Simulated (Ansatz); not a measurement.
```xyz
8

C    -0.7328    0.2169   -0.3870
Al    1.7250    1.9912    0.8368
Se    0.6065    1.4615   -1.1029
H    -1.7300    0.6164   -0.6104
H    -0.6202    0.0930    0.6977
H    -0.6037   -0.7528   -0.8837
H     2.9354    3.0079    0.7233
H     1.2296    1.3137    2.1859
```

Geometry: PBE0-D3(BJ)/def2-SVP.

Level of theory: isolated molecule in a Gaussian basis; Kohn-Sham density functional theory, functional PBE0 in Ansatz 0.2.0.

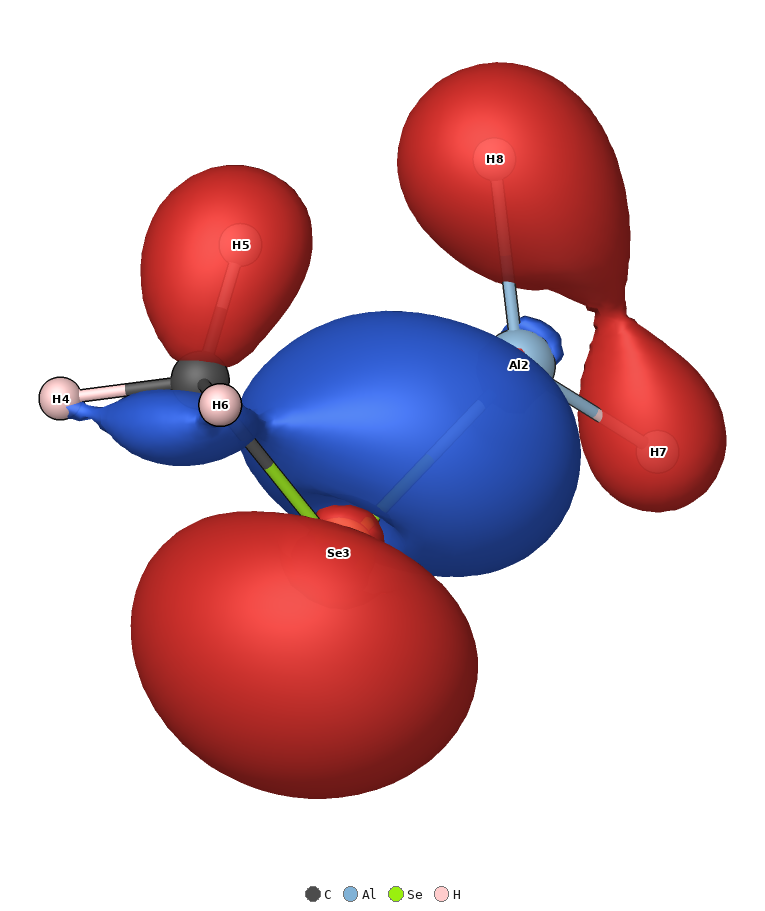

CH$_{5}$AlSe (SMILES C[Se][AlH2]). The HOMO−1 at ±0.1 Å⁻³ᐟ² (red and blue are the two phases), seen at an oblique angle.

What is the character of this orbital?

Its weight (Hirshfeld) is mainly on Se3 (about 65 %), Al2 (about 15 %) and H8 (about 5 %). Its energy is −7.90 eV.
